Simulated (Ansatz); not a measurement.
**HF/STO-3G run of CH6ClNSi (SMILES C[SiH](N)Cl)**

What is the vertical ionisation energy of CH6ClNSi at HF/STO-3G? 

Program for the calculation: Ansatz 0.2.0.

128 further runs of the same task are left out: 128 set aside as unsound or not needed.

**1. The structure to begin with**

The species is CH6ClNSi (10 atoms), meant as a singlet with charge 0. As SMILES, `C[SiH](N)Cl`. Geometry: relaxed at PBE0-D4/def2-TZVP. This is one conformer, not always the lowest.

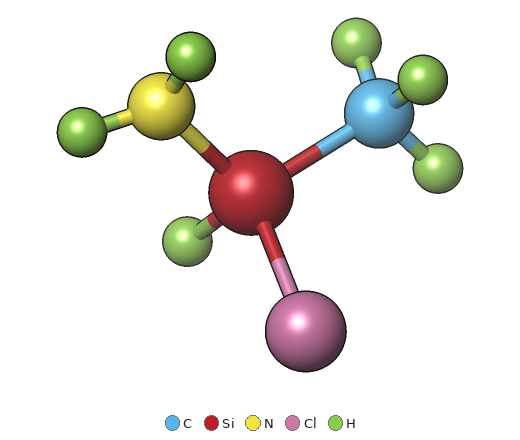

Viewed from a chosen angle; carbon blue, silicon red, nitrogen yellow, chlorine pink, hydrogen green.

**2. The energy at HF/STO-3G**

File job.yaml:

```yaml
crystal:
  periodic: [false, false, false]
  atoms:
    - {symbol: C, position_ang: [-0.924300, 0.960300, -0.429600]}
    - {symbol: Si, position_ang: [-0.055600, -0.637600, -0.073400]}
    - {symbol: "N", position_ang: [1.200800, -0.379200, 1.050800]}
    - {symbol: Cl, position_ang: [0.594900, -1.392500, -1.900800]}
    - {symbol: H, position_ang: [-1.720000, 0.809500, -1.161600]}
    - {symbol: H, position_ang: [-1.359500, 1.369700, 0.485000]}
    - {symbol: H, position_ang: [-0.226900, 1.694300, -0.841400]}
    - {symbol: H, position_ang: [-0.936500, -1.689500, 0.482600]}
    - {symbol: H, position_ang: [1.847500, 0.382600, 0.917600]}
    - {symbol: H, position_ang: [1.662700, -1.168700, 1.473800]}
basis:
  gaussian: {orbitals: STO-3G}
output: {orbitals: {seedname: orbitals}}
accuracy: high
hamiltonian: {xc: hf}
```

Launch:

```
$ ansatz run job.yaml --threads 1 --pin off --max-ram 3480MiB --events-out events.jsonl --progress --plain --runs-dir runs
```

Standard output:

```text
Warning: RAYON_NUM_THREADS=1 ignored (pool sized by the plan → 1); use --threads N
Functional definition: HF
  name "HF"
  exchange = exact_x
  correlation = 0
700 factors; integrals over basis functions are off by at most 3.6e-9 eV
mean field evaluation 1: about -22717.8655 eV, gradient 1.8e1 eV
mean field evaluation 2: about -22717.9678 eV, gradient 1.8e1 eV
mean field evaluation 4: about -22719.3082 eV, gradient 1.1e0 eV
mean field evaluation 8: about -22719.3136 eV, gradient 2.7e-6 eV
mean field -22719.31363257 eV, -834.9193762929 hartree, gradient 1.1e-8 eV, S^2 0.000000; 0 other end points of the search recorded, 0 dependent functions left out
reference -22719.31363257 eV, -834.9193762929 hartree; 25, 25 occupied and 9, 9 virtual orbitals, 700 factors
Total energy: -22719.31363257 eV, -834.9193762929 hartree
```

Run time: 0.34 s. Hardware: 1 thread of Arm Neoverse V2, shared host.

**3. The doublet cation**

Changes to job.yaml since step 2:

```diff
@@ -5,3 +5,3 @@
     - {symbol: Si, position_ang: [-0.055600, -0.637600, -0.073400]}
-    - {symbol: "N", position_ang: [1.200800, -0.379200, 1.050800]}
+    - {symbol: N, position_ang: [1.200800, -0.379200, 1.050800]}
     - {symbol: Cl, position_ang: [0.594900, -1.392500, -1.900800]}
@@ -15,4 +15,6 @@
   gaussian: {orbitals: STO-3G}
+total_charge: 1
+magnetization: {spin_polarized: true, initial_magnetization: 1}
+hamiltonian: {xc: hf}
+accuracy: high
 output: {orbitals: {seedname: orbitals}}
-accuracy: high
-hamiltonian: {xc: hf}
```

Launch:

```
$ ansatz run job.yaml --threads 1 --pin off --max-ram 3480MiB --events-out events.jsonl --progress --plain --runs-dir runs
```

Standard output:

```text
Warning: RAYON_NUM_THREADS=1 ignored (pool sized by the plan → 1); use --threads N
[... 4 set-up lines as earlier in the session ...]
700 factors; integrals over basis functions are off by at most 3.6e-9 eV
mean field evaluation 1: about -22710.4387 eV, gradient 1.4e1 eV
mean field evaluation 2: about -22710.5257 eV, gradient 1.4e1 eV
mean field evaluation 4: about -22712.5427 eV, gradient 1.3e0 eV
mean field evaluation 8: about -22712.5661 eV, gradient 1.8e-2 eV
mean field evaluation 16: about -22710.4138 eV, gradient 5.4e-1 eV
mean field -22712.56609356 eV, -834.6714088082 hartree, gradient 9.0e-8 eV, S^2 0.761879; 0 other end points of the search recorded, 0 dependent functions left out
reference -22712.56609356 eV, -834.6714088082 hartree; 25, 24 occupied and 9, 10 virtual orbitals, 700 factors
Total energy: -22712.56609356 eV, -834.6714088082 hartree
```

Run time: 0.46 s. Hardware: 1 thread of Arm Neoverse V2, shared host; peak memory 0.094 GiB.

**4. Results**

At HF/STO-3G:

| quantity | value |
| --- | --- |
| singlet CH6ClNSi: total energy | -834.91938 Eh |
| singlet CH6ClNSi: HOMO energy | -9.02 eV |
| singlet CH6ClNSi: LUMO energy | 9.93 eV |
| singlet CH6ClNSi: HOMO–LUMO gap | 18.94 eV |
| doublet cation: total energy | -834.67141 Eh |
| doublet cation: HOMO energy (highest over α and β) | -15.24 eV |
| doublet cation: LUMO energy (lowest over α and β) | -4.48 eV |
| doublet cation: ⟨S²⟩ | 0.762 |
| vertical ionisation energy (to the doublet cation) | 6.748 eV |

**Reading.** Removing an electron at fixed nuclei costs 6.75 eV (651 kJ/mol). −ε(HOMO) before ionisation, 9.02 eV, is 2.27 eV above this ionisation energy. In a minimal basis such a difference can be off by several eV, whatever the method.
